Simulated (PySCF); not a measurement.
# C₆H₁₃BO₂Si: what the fields show

| atom | x (Å) | y (Å) | z (Å) |
| --- | --- | --- | --- |
| C | 3.4577 | -0.4421 | -0.1755 |
| O | 2.6093 | 0.6335 | 0.0956 |
| Si | 1.5161 | 0.8407 | 1.2735 |
| C | 0.2148 | -0.5623 | 1.2799 |
| C | -0.4772 | -0.6552 | -0.0672 |
| C | 0.0293 | -1.3706 | -1.0287 |
| O | 0.4097 | -2.0028 | -1.9300 |
| B | -1.7622 | 0.1211 | -0.4049 |
| C | -2.4350 | -0.0098 | -1.8338 |
| C | -2.4093 | 1.0196 | 0.7247 |
| H | 4.1521 | -0.6071 | 0.6520 |
| H | 2.8898 | -1.3599 | -0.3461 |
| H | 4.0246 | -0.2032 | -1.0759 |
| H | 0.9814 | 2.1234 | 0.8469 |
| H | 2.1350 | 0.8529 | 2.6071 |
| H | -0.5376 | -0.3992 | 2.0470 |
| H | 0.6961 | -1.5163 | 1.5094 |
| H | -3.3784 | 0.5250 | -1.9149 |
| H | -2.6250 | -1.0483 | -2.1020 |
| H | -1.7766 | 0.3816 | -2.6088 |
| H | -3.2210 | 1.6425 | 0.3577 |
| H | -2.8211 | 0.3942 | 1.5173 |
| H | -1.6772 | 1.6694 | 1.2004 |

Geometry: GFN2-xTB.

The calculation used PBE0/pcSseg-1, SCF density, gas phase, non-relativistic in PySCF 2.14.0.

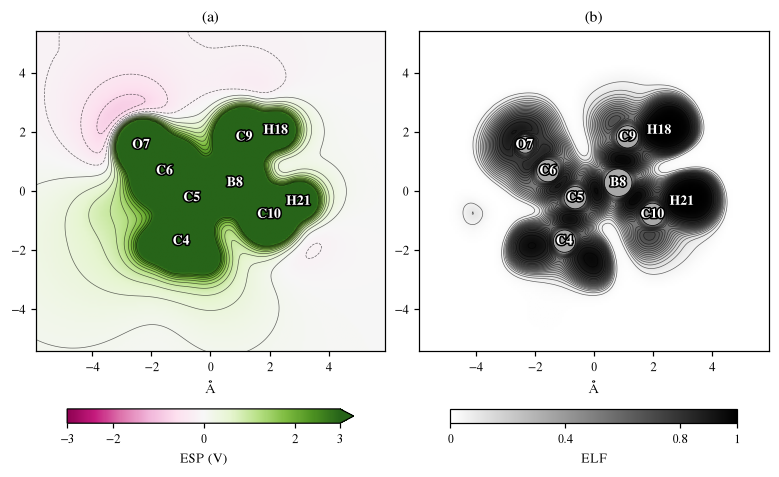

Figure 1. (a) electrostatic potential; (b) ELF on the plane of atoms C5, B8 and C10. Grey discs cover the atomic cores in the ELF map.

> What does the map show?

The plane passes through C, O, B and H nuclei.
C–O (1.16 Å): the ELF peaks at about 0.85 between the atoms; a multiple bond.
C–C (1.30 Å): the ELF peaks at about 0.90 between the atoms: a short, multiple covalent bond.
C–B (1.54 Å): the ELF peaks at about 0.95 between the atoms, as expected for a shared electron pair.
C–H (1.09 Å): the ELF climbs to about 1 towards the hydrogen, as it does in any bond to H: an ordinary covalent bond to hydrogen.
C–B (1.58 Å): the ELF peaks at about 1 between the atoms, as expected for a covalent bond.
The ELF also peaks beside O7, away from the bonds: lone-pair regions.
Outside the dense part of the molecule the potential is most negative (−0.8 V) near O7.

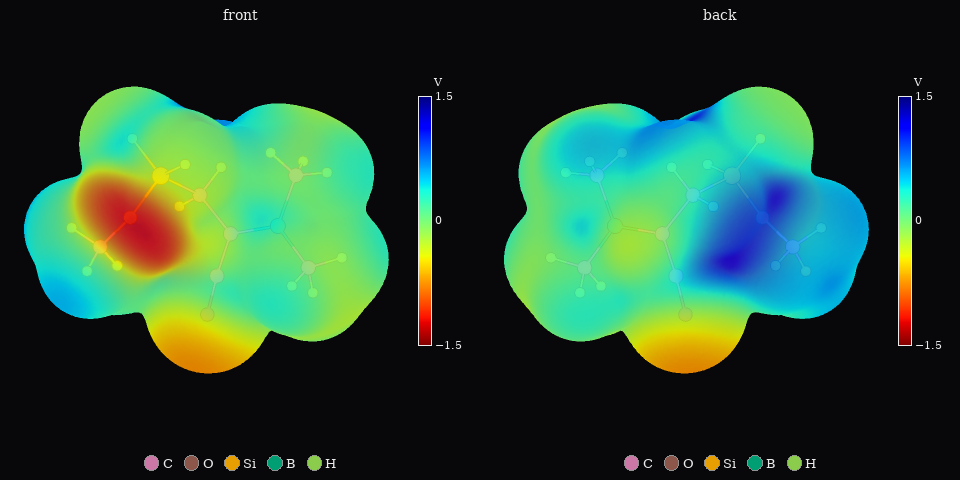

Figure 2. The molecular electrostatic potential painted on the density surface at 0.001 e/bohr³, seen from the front and from behind; red is negative and blue positive.

> Where is the surface potential most negative and most positive?

The most negative region (about −1.2 V) lies over O2, the most positive (about +1.0 V) over Si3, C6, H12 and H17. O2 is the likeliest acceptor of a hydrogen bond.
